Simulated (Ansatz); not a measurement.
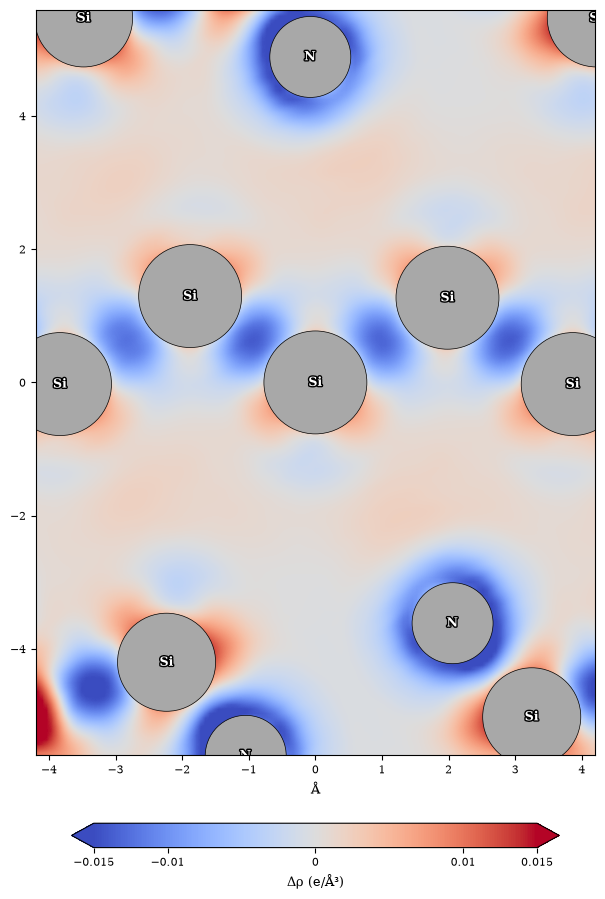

Si7N. Difference of the valence pseudo-densities of two functionals at the same geometry, on the (011̄) plane of the calculation cell: PBE less r2SCAN.

Both computed with Ansatz (plane waves, PAW), on the same k-point mesh. Grey discs cover the atomic cores.

Q: What does the difference map show?

A: Against r2SCAN, PBE gives less density around N (−0.012 e/Å³ on average at 0.8 Å from the nucleus) and a change of −0.009 e/Å³ at the midpoint of Si–N, −0.014 e/Å³ at the midpoint of Si–Si and −0.013 e/Å³ at the midpoint of Si–Si.
